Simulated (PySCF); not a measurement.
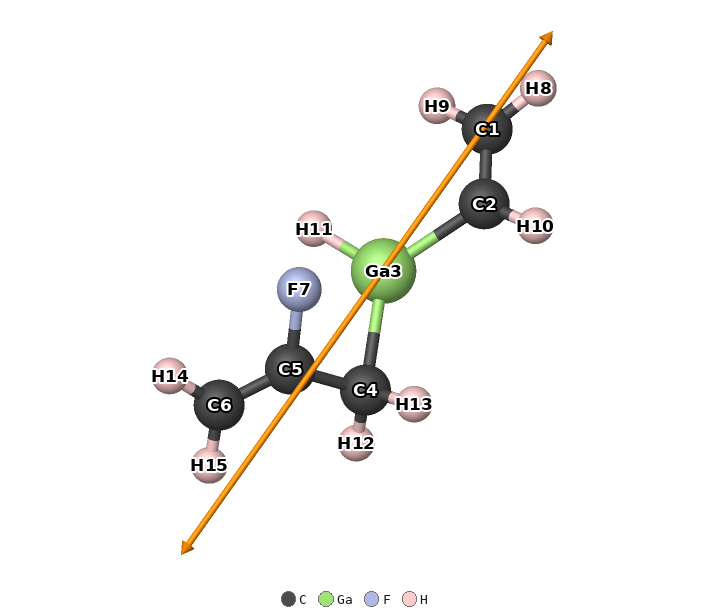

The double arrow shows the direction of the transition dipole to excited singlet state 3 (its length means nothing). Computed geometry: GFN2-xTB optimisation. No frequency run is at hand to confirm it as a minimum. Method: TDDFT PBE0/def2-SVPD, vertical, gas phase, core orbitals frozen in the response (PySCF 2.14.0).

How is the transition polarised?

Close to the long direction C1···C6.

Give its energy, strength and character.

6.20 eV (200 nm), oscillator strength 0.25, mainly HOMO−2 → LUMO (weight 0.86); transition dipole 3.24 D.

The geometry is semi-empirical. Around Ga such bond lengths and angles can be off by a tenth of an ångström or more and by several degrees, and values that hang on the shape move with them.
